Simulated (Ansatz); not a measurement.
**Molecular dynamics of Al$_{2}$NH$_{3}$Cl (charge −1) (part 1 of 3)**

System: Al$_{2}$NH$_{3}$Cl, charge −1.
Method: UKS PBE/def2-SVP (Ansatz 0.2.0).

It belongs to a series of runs on one base structure; here: dynamics from the highest image of the converged band.

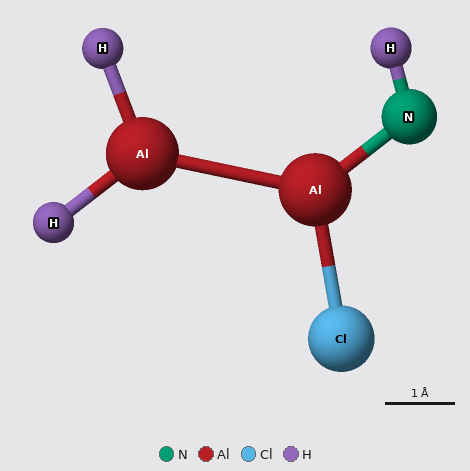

*The starting structure (ball-and-stick view, seen on its broad side). Sticks mark near contacts.*

## Input
```yaml
crystal:
  periodic: [false, false, false]
  atoms:
    - { symbol: "N", position_ang: [-2.318417, 0.640128, 0.16502] }
    - { symbol: Al, position_ang: [-0.911763, -0.208742, -0.450488] }
    - { symbol: Al, position_ang: [1.560811, -0.104756, 0.284702] }
    - { symbol: Cl, position_ang: [-1.186732, -1.551185, -2.18256] }
    - { symbol: H, position_ang: [-2.103135, 1.22896, 0.991332] }
    - { symbol: H, position_ang: [2.052564, 0.716617, 1.619217] }
    - { symbol: H, position_ang: [2.906672, -0.72101, -0.427231] }
total_charge: -1
magnetization:
  spin_polarized: true
basis:
  gaussian: { orbitals: def2-SVP }
hamiltonian:
  xc: pbe
md:
  timestep: 0.5
  n_steps: 200
  ensemble: nve
  temperature: 300.0
  initial_velocities: maxwell_boltzmann
  seed: 7595
```

Run on 2 threads of Intel Xeon (Sapphire Rapids), 16 GiB of memory available, shared host.

Run as:
```bash
ansatz run input.yaml --threads 2 --pin off --max-ram 3072MiB --backend cpu --events-out ev --progress --plain --runs-dir out
```

## The program's output
```
Engine: ansatz 0.2.0, x86_64-unknown-linux-gnu
Functional definition: PBE
  parameter kappa = 0.804
  parameter beta = 0.06672455060314922
  exchange = pbe_x(kappa = kappa, mu = beta*pi^2/3)
  correlation = pbe_c(beta = beta)
927 factors; their error is unknown
mean field evaluation 1: about -27224.4101 eV, gradient 4.2e1 eV
mean field evaluation 2: about -27080.0696 eV, gradient 1.1e2 eV
mean field evaluation 4: about -27207.0827 eV, gradient 4.9e1 eV
mean field evaluation 8: about -27233.7634 eV, gradient 7.6e-1 eV
mean field evaluation 16: about -27233.7137 eV, gradient 2.9e-4 eV
mean field evaluation 32: about -27233.5121 eV, gradient 1.4e0 eV
mean field -27233.71367841 eV, -1000.8205180076 hartree, gradient 1.3e-5 eV, S^2 0.000000; 6 other end points of the search recorded, 0 dependent functions left out
the calculation of the forces begins
reference -27233.71371991 eV, -1000.8205195325 hartree; 27, 27 occupied and 56, 56 virtual orbitals, 927 factors
md step     0: t =     0.00 fs  T =   300.0 K  F+E_penalty+E_count = -27233.71367841 eV  E_kin = 0.193890 eV  conserved = -27233.51978842 eV  (121 SCF iters)
these checks for a lower state are left out or cut short: starts, cluster_reference, orbital_swaps, neighbouring_geometries, increment
927 factors; their error is unknown
mean field -27233.70959829 eV, -1000.8203680658 hartree, gradient 6.6e-6 eV, S^2 0.000000; 0 other end points of the search recorded, 0 dependent functions left out
the calculation of the forces begins
reference -27233.70963981 eV, -1000.8203695916 hartree; 27, 27 occupied and 56, 56 virtual orbitals, 927 factors
md step     1: t =     0.50 fs  T =   293.8 K  F+E_penalty+E_count = -27233.70959829 eV  E_kin = 0.189874 eV  conserved = -27233.51972426 eV  (35 SCF iters)
[... from here on the SCF iterations and repeated set-up lines of each step are left out, up to the last step ...]
md step     2: t =     1.00 fs  T =   277.4 K  F+E_penalty+E_count = -27233.69877634 eV  E_kin = 0.179306 eV  conserved = -27233.51947041 eV  (35 SCF iters)
md step     3: t =     1.50 fs  T =   257.1 K  F+E_penalty+E_count = -27233.68526049 eV  E_kin = 0.166139 eV  conserved = -27233.51912130 eV  (35 SCF iters)
md step     4: t =     2.00 fs  T =   240.8 K  F+E_penalty+E_count = -27233.67445811 eV  E_kin = 0.155604 eV  conserved = -27233.51885418 eV  (35 SCF iters)
md step     5: t =     2.50 fs  T =   234.6 K  F+E_penalty+E_count = -27233.67045364 eV  E_kin = 0.151632 eV  conserved = -27233.51882187 eV  (35 SCF iters)
md step     6: t =     3.00 fs  T =   239.4 K  F+E_penalty+E_count = -27233.67374535 eV  E_kin = 0.154708 eV  conserved = -27233.51903741 eV  (35 SCF iters)
md step     7: t =     3.50 fs  T =   250.2 K  F+E_penalty+E_count = -27233.68105152 eV  E_kin = 0.161687 eV  conserved = -27233.51936422 eV  (35 SCF iters)
md step     8: t =     4.00 fs  T =   259.5 K  F+E_penalty+E_count = -27233.68732621 eV  E_kin = 0.167704 eV  conserved = -27233.51962215 eV  (36 SCF iters)
md step     9: t =     4.50 fs  T =   261.1 K  F+E_penalty+E_count = -27233.68847164 eV  E_kin = 0.168769 eV  conserved = -27233.51970289 eV  (36 SCF iters)
md step    10: t =     5.00 fs  T =   252.9 K  F+E_penalty+E_count = -27233.68304903 eV  E_kin = 0.163444 eV  conserved = -27233.51960523 eV  (36 SCF iters)
md step    11: t =     5.50 fs  T =   236.7 K  F+E_penalty+E_count = -27233.67239505 eV  E_kin = 0.152997 eV  conserved = -27233.51939809 eV  (35 SCF iters)
md step    12: t =     6.00 fs  T =   217.3 K  F+E_penalty+E_count = -27233.65962636 eV  E_kin = 0.140459 eV  conserved = -27233.51916709 eV  (35 SCF iters)
md step    13: t =     6.50 fs  T =   200.1 K  F+E_penalty+E_count = -27233.64831934 eV  E_kin = 0.129338 eV  conserved = -27233.51898107 eV  (35 SCF iters)
md step    14: t =     7.00 fs  T =   189.6 K  F+E_penalty+E_count = -27233.64139959 eV  E_kin = 0.122517 eV  conserved = -27233.51888273 eV  (30 SCF iters)
md step    15: t =     7.50 fs  T =   188.0 K  F+E_penalty+E_count = -27233.64042736 eV  E_kin = 0.121536 eV  conserved = -27233.51889115 eV  (31 SCF iters)
md step    16: t =     8.00 fs  T =   195.4 K  F+E_penalty+E_count = -27233.64526857 eV  E_kin = 0.126263 eV  conserved = -27233.51900590 eV  (30 SCF iters)
md step    17: t =     8.50 fs  T =   208.7 K  F+E_penalty+E_count = -27233.65410337 eV  E_kin = 0.134896 eV  conserved = -27233.51920695 eV  (36 SCF iters)
md step    18: t =     9.00 fs  T =   223.3 K  F+E_penalty+E_count = -27233.66377340 eV  E_kin = 0.144323 eV  conserved = -27233.51945046 eV  (35 SCF iters)
md step    19: t =     9.50 fs  T =   233.4 K  F+E_penalty+E_count = -27233.67051842 eV  E_kin = 0.150853 eV  conserved = -27233.51966587 eV  (35 SCF iters)
md step    20: t =    10.00 fs  T =   234.2 K  F+E_penalty+E_count = -27233.67111614 eV  E_kin = 0.151351 eV  conserved = -27233.51976538 eV  (35 SCF iters)
md step    21: t =    10.50 fs  T =   223.7 K  F+E_penalty+E_count = -27233.66423836 eV  E_kin = 0.144561 eV  conserved = -27233.51967764 eV  (35 SCF iters)
md step    22: t =    11.00 fs  T =   204.4 K  F+E_penalty+E_count = -27233.65148081 eV  E_kin = 0.132078 eV  conserved = -27233.51940282 eV  (35 SCF iters)
md step    23: t =    11.50 fs  T =   182.9 K  F+E_penalty+E_count = -27233.63725640 eV  E_kin = 0.118206 eV  conserved = -27233.51905082 eV  (36 SCF iters)
md step    24: t =    12.00 fs  T =   167.5 K  F+E_penalty+E_count = -27233.62704769 eV  E_kin = 0.108241 eV  conserved = -27233.51880669 eV  (37 SCF iters)
md step    25: t =    12.50 fs  T =   163.7 K  F+E_penalty+E_count = -27233.62461008 eV  E_kin = 0.105798 eV  conserved = -27233.51881238 eV  (31 SCF iters)
md step    26: t =    13.00 fs  T =   171.5 K  F+E_penalty+E_count = -27233.62986622 eV  E_kin = 0.110809 eV  conserved = -27233.51905766 eV  (31 SCF iters)
md step    27: t =    13.50 fs  T =   185.2 K  F+E_penalty+E_count = -27233.63905349 eV  E_kin = 0.119664 eV  conserved = -27233.51938941 eV  (36 SCF iters)
md step    28: t =    14.00 fs  T =   197.1 K  F+E_penalty+E_count = -27233.64699351 eV  E_kin = 0.127364 eV  conserved = -27233.51962947 eV  (35 SCF iters)
md step    29: t =    14.50 fs  T =   201.3 K  F+E_penalty+E_count = -27233.64979597 eV  E_kin = 0.130112 eV  conserved = -27233.51968424 eV  (35 SCF iters)
md step    30: t =    15.00 fs  T =   196.2 K  F+E_penalty+E_count = -27233.64636684 eV  E_kin = 0.126800 eV  conserved = -27233.51956705 eV  (35 SCF iters)
md step    31: t =    15.50 fs  T =   184.1 K  F+E_penalty+E_count = -27233.63830946 eV  E_kin = 0.118956 eV  conserved = -27233.51935395 eV  (35 SCF iters)
md step    32: t =    16.00 fs  T =   169.7 K  F+E_penalty+E_count = -27233.62881347 eV  E_kin = 0.109683 eV  conserved = -27233.51913054 eV  (35 SCF iters)
md step    33: t =    16.50 fs  T =   158.4 K  F+E_penalty+E_count = -27233.62132452 eV  E_kin = 0.102362 eV  conserved = -27233.51896217 eV  (31 SCF iters)
md step    34: t =    17.00 fs  T =   154.1 K  F+E_penalty+E_count = -27233.61848293 eV  E_kin = 0.099596 eV  conserved = -27233.51888703 eV  (29 SCF iters)
md step    35: t =    17.50 fs  T =   158.7 K  F+E_penalty+E_count = -27233.62147748 eV  E_kin = 0.102558 eV  conserved = -27233.51891995 eV  (29 SCF iters)
md step    36: t =    18.00 fs  T =   171.3 K  F+E_penalty+E_count = -27233.62978519 eV  E_kin = 0.110729 eV  conserved = -27233.51905631 eV  (30 SCF iters)
md step    37: t =    18.50 fs  T =   188.7 K  F+E_penalty+E_count = -27233.64124988 eV  E_kin = 0.121979 eV  conserved = -27233.51927128 eV  (35 SCF iters)
md step    38: t =    19.00 fs  T =   205.8 K  F+E_penalty+E_count = -27233.65250808 eV  E_kin = 0.132993 eV  conserved = -27233.51951530 eV  (35 SCF iters)
md step    39: t =    19.50 fs  T =   216.8 K  F+E_penalty+E_count = -27233.65981317 eV  E_kin = 0.140100 eV  conserved = -27233.51971303 eV  (35 SCF iters)
md step    40: t =    20.00 fs  T =   217.3 K  F+E_penalty+E_count = -27233.66024420 eV  E_kin = 0.140468 eV  conserved = -27233.51977636 eV  (35 SCF iters)
md step    41: t =    20.50 fs  T =   206.4 K  F+E_penalty+E_count = -27233.65305129 eV  E_kin = 0.133407 eV  conserved = -27233.51964386 eV  (35 SCF iters)
md step    42: t =    21.00 fs  T =   187.5 K  F+E_penalty+E_count = -27233.64051733 eV  E_kin = 0.121180 eV  conserved = -27233.51933716 eV  (35 SCF iters)
md step    43: t =    21.50 fs  T =   167.9 K  F+E_penalty+E_count = -27233.62752114 eV  E_kin = 0.108532 eV  conserved = -27233.51898897 eV  (35 SCF iters)
md step    44: t =    22.00 fs  T =   155.8 K  F+E_penalty+E_count = -27233.61946104 eV  E_kin = 0.100673 eV  conserved = -27233.51878835 eV  (30 SCF iters)
md step    45: t =    22.50 fs  T =   155.6 K  F+E_penalty+E_count = -27233.61941440 eV  E_kin = 0.100561 eV  conserved = -27233.51885320 eV  (29 SCF iters)
md step    46: t =    23.00 fs  T =   166.0 K  F+E_penalty+E_count = -27233.62639690 eV  E_kin = 0.107259 eV  conserved = -27233.51913750 eV  (36 SCF iters)
md step    47: t =    23.50 fs  T =   180.4 K  F+E_penalty+E_count = -27233.63604013 eV  E_kin = 0.116571 eV  conserved = -27233.51946938 eV  (35 SCF iters)
md step    48: t =    24.00 fs  T =   191.0 K  F+E_penalty+E_count = -27233.64314947 eV  E_kin = 0.123470 eV  conserved = -27233.51967903 eV  (34 SCF iters)
md step    49: t =    24.50 fs  T =   192.8 K  F+E_penalty+E_count = -27233.64429955 eV  E_kin = 0.124605 eV  conserved = -27233.51969452 eV  (35 SCF iters)
md step    50: t =    25.00 fs  T =   184.9 K  F+E_penalty+E_count = -27233.63902225 eV  E_kin = 0.119476 eV  conserved = -27233.51954661 eV  (35 SCF iters)
md step    51: t =    25.50 fs  T =   170.4 K  F+E_penalty+E_count = -27233.62943392 eV  E_kin = 0.110116 eV  conserved = -27233.51931777 eV  (35 SCF iters)
md step    52: t =    26.00 fs  T =   154.6 K  F+E_penalty+E_count = -27233.61900816 eV  E_kin = 0.099916 eV  conserved = -27233.51909220 eV  (35 SCF iters)
md step    53: t =    26.50 fs  T =   142.8 K  F+E_penalty+E_count = -27233.61125450 eV  E_kin = 0.092324 eV  conserved = -27233.51893088 eV  (29 SCF iters)
md step    54: t =    27.00 fs  T =   139.0 K  F+E_penalty+E_count = -27233.60871875 eV  E_kin = 0.089851 eV  conserved = -27233.51886794 eV  (28 SCF iters)
md step    55: t =    27.50 fs  T =   144.6 K  F+E_penalty+E_count = -27233.61240212 eV  E_kin = 0.093487 eV  conserved = -27233.51891488 eV  (29 SCF iters)
md step    56: t =    28.00 fs  T =   158.6 K  F+E_penalty+E_count = -27233.62155838 eV  E_kin = 0.102495 eV  conserved = -27233.51906375 eV  (35 SCF iters)
md step    57: t =    28.50 fs  T =   177.2 K  F+E_penalty+E_count = -27233.63382951 eV  E_kin = 0.114544 eV  conserved = -27233.51928560 eV  (35 SCF iters)
md step    58: t =    29.00 fs  T =   195.3 K  F+E_penalty+E_count = -27233.64573754 eV  E_kin = 0.126211 eV  conserved = -27233.51952640 eV  (35 SCF iters)
md step    59: t =    29.50 fs  T =   207.1 K  F+E_penalty+E_count = -27233.65357611 eV  E_kin = 0.133868 eV  conserved = -27233.51970770 eV  (35 SCF iters)
md step    60: t =    30.00 fs  T =   208.7 K  F+E_penalty+E_count = -27233.65465493 eV  E_kin = 0.134911 eV  conserved = -27233.51974429 eV  (35 SCF iters)
md step    61: t =    30.50 fs  T =   199.6 K  F+E_penalty+E_count = -27233.64858989 eV  E_kin = 0.129003 eV  conserved = -27233.51958684 eV  (35 SCF iters)
md step    62: t =    31.00 fs  T =   183.7 K  F+E_penalty+E_count = -27233.63798049 eV  E_kin = 0.118706 eV  conserved = -27233.51927444 eV  (35 SCF iters)
md step    63: t =    31.50 fs  T =   168.3 K  F+E_penalty+E_count = -27233.62772093 eV  E_kin = 0.108770 eV  conserved = -27233.51895055 eV  (34 SCF iters)
md step    64: t =    32.00 fs  T =   160.9 K  F+E_penalty+E_count = -27233.62278826 eV  E_kin = 0.103994 eV  conserved = -27233.51879442 eV  (35 SCF iters)
md step    65: t =    32.50 fs  T =   165.0 K  F+E_penalty+E_count = -27233.62556532 eV  E_kin = 0.106669 eV  conserved = -27233.51889677 eV  (35 SCF iters)
md step    66: t =    33.00 fs  T =   178.4 K  F+E_penalty+E_count = -27233.63450415 eV  E_kin = 0.115315 eV  conserved = -27233.51918877 eV  (35 SCF iters)
md step    67: t =    33.50 fs  T =   194.4 K  F+E_penalty+E_count = -27233.64513575 eV  E_kin = 0.125637 eV  conserved = -27233.51949847 eV  (35 SCF iters)
md step    68: t =    34.00 fs  T =   205.7 K  F+E_penalty+E_count = -27233.65262799 eV  E_kin = 0.132953 eV  conserved = -27233.51967488 eV  (130 SCF iters)
md step    69: t =    34.50 fs  T =   208.0 K  F+E_penalty+E_count = -27233.65409991 eV  E_kin = 0.134434 eV  conserved = -27233.51966631 eV  (35 SCF iters)
md step    70: t =    35.00 fs  T =   201.1 K  F+E_penalty+E_count = -27233.64949794 eV  E_kin = 0.129985 eV  conserved = -27233.51951303 eV  (35 SCF iters)
md step    71: t =    35.50 fs  T =   188.4 K  F+E_penalty+E_count = -27233.64106421 eV  E_kin = 0.121768 eV  conserved = -27233.51929614 eV  (35 SCF iters)
md step    72: t =    36.00 fs  T =   174.9 K  F+E_penalty+E_count = -27233.63211936 eV  E_kin = 0.113027 eV  conserved = -27233.51909277 eV  (35 SCF iters)
md step    73: t =    36.50 fs  T =   165.4 K  F+E_penalty+E_count = -27233.62584536 eV  E_kin = 0.106889 eV  conserved = -27233.51895612 eV  (35 SCF iters)
md step    74: t =    37.00 fs  T =   163.2 K  F+E_penalty+E_count = -27233.62440915 eV  E_kin = 0.105495 eV  conserved = -27233.51891397 eV  (30 SCF iters)
md step    75: t =    37.50 fs  T =   169.4 K  F+E_penalty+E_count = -27233.62848506 eV  E_kin = 0.109511 eV  conserved = -27233.51897360 eV  (30 SCF iters)
md step    76: t =    38.00 fs  T =   182.6 K  F+E_penalty+E_count = -27233.63712199 eV  E_kin = 0.117997 eV  conserved = -27233.51912513 eV  (35 SCF iters)
md step    77: t =    38.50 fs  T =   198.9 K  F+E_penalty+E_count = -27233.64791263 eV  E_kin = 0.128573 eV  conserved = -27233.51933971 eV  (35 SCF iters)
md step    78: t =    39.00 fs  T =   213.4 K  F+E_penalty+E_count = -27233.65748135 eV  E_kin = 0.137915 eV  conserved = -27233.51956626 eV  (35 SCF iters)
md step    79: t =    39.50 fs  T =   220.6 K  F+E_penalty+E_count = -27233.66232983 eV  E_kin = 0.142598 eV  conserved = -27233.51973164 eV  (35 SCF iters)
md step    80: t =    40.00 fs  T =   217.0 K  F+E_penalty+E_count = -27233.65999969 eV  E_kin = 0.140243 eV  conserved = -27233.51975703 eV  (35 SCF iters)
md step    81: t =    40.50 fs  T =   202.2 K  F+E_penalty+E_count = -27233.65026863 eV  E_kin = 0.130672 eV  conserved = -27233.51959643 eV  (35 SCF iters)
md step    82: t =    41.00 fs  T =   180.2 K  F+E_penalty+E_count = -27233.63577722 eV  E_kin = 0.116490 eV  conserved = -27233.51928714 eV  (35 SCF iters)
md step    83: t =    41.50 fs  T =   158.5 K  F+E_penalty+E_count = -27233.62137926 eV  E_kin = 0.102416 eV  conserved = -27233.51896351 eV  (35 SCF iters)
md step    84: t =    42.00 fs  T =   144.3 K  F+E_penalty+E_count = -27233.61205991 eV  E_kin = 0.093263 eV  conserved = -27233.51879685 eV  (35 SCF iters)
md step    85: t =    42.50 fs  T =   141.6 K  F+E_penalty+E_count = -27233.61036985 eV  E_kin = 0.091491 eV  conserved = -27233.51887922 eV  (30 SCF iters)
md step    86: t =    43.00 fs  T =   148.4 K  F+E_penalty+E_count = -27233.61506364 eV  E_kin = 0.095911 eV  conserved = -27233.51915267 eV  (35 SCF iters)
md step    87: t =    43.50 fs  T =   158.6 K  F+E_penalty+E_count = -27233.62194891 eV  E_kin = 0.102493 eV  conserved = -27233.51945592 eV  (35 SCF iters)
md step    88: t =    44.00 fs  T =   165.0 K  F+E_penalty+E_count = -27233.62628618 eV  E_kin = 0.106646 eV  conserved = -27233.51963978 eV  (35 SCF iters)
md step    89: t =    44.50 fs  T =   163.1 K  F+E_penalty+E_count = -27233.62507215 eV  E_kin = 0.105426 eV  conserved = -27233.51964600 eV  (35 SCF iters)
md step    90: t =    45.00 fs  T =   152.4 K  F+E_penalty+E_count = -27233.61801127 eV  E_kin = 0.098505 eV  conserved = -27233.51950614 eV  (35 SCF iters)
```
